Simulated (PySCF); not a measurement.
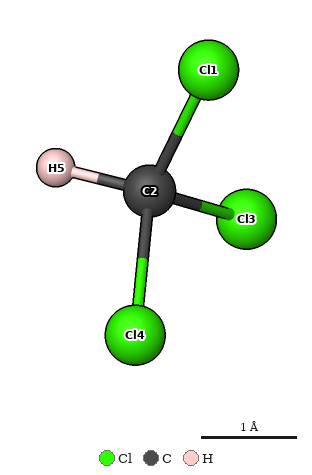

CHCl₃, before the relaxation. Style: ball-and-stick. Shown from a free direction.

The start comes from MMFF94s. Its atoms were then displaced at random by about 0.03 Å.

Level of theory: PySCF 2.14.0, density-fitted response routines, PBE0-D3(BJ)/def2-SVP geometry optimisation, gas phase.

```xyz
5

Cl   -0.7388    1.4045   -0.4226
C    -0.0141   -0.0125    0.1093
Cl   -0.9631   -1.4367   -0.4316
Cl    1.7686   -0.0569   -0.4940
H     0.0222   -0.0089    1.1767
```

Question: Where does the relaxation end?

Answer: The atom that moves furthest after the best rigid fit is Cl4 (0.094 Å). Largest moves by element: Cl 0.094 Å, C 0.037 Å, H 0.019 Å. Among the contacts that change: C2–Cl4 1.883 → 1.766 Å, Cl1–C2 1.678 → 1.765 Å, C2–Cl3 1.795 → 1.766 Å, C2–H5 1.068 → 1.095 Å. Among the angles between lasting bonds that change: Cl1–C2–Cl4 109.1° → 111.3°. After 6 geometry steps the energy has fallen by 4.98 kcal/mol.

The structure at the end:

```xyz
5

Cl   -0.7652    1.4721   -0.4338
C     0.0165   -0.0214    0.0897
Cl   -0.8994   -1.4397   -0.4287
Cl    1.6880   -0.1006   -0.4737
H     0.0350   -0.0208    1.1844
```

The end point in the same view:

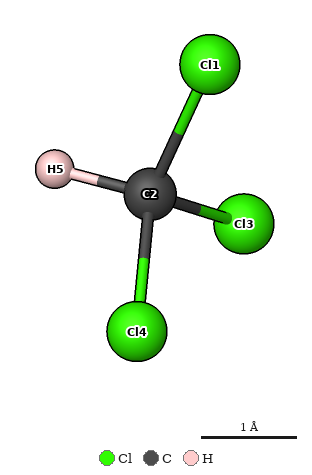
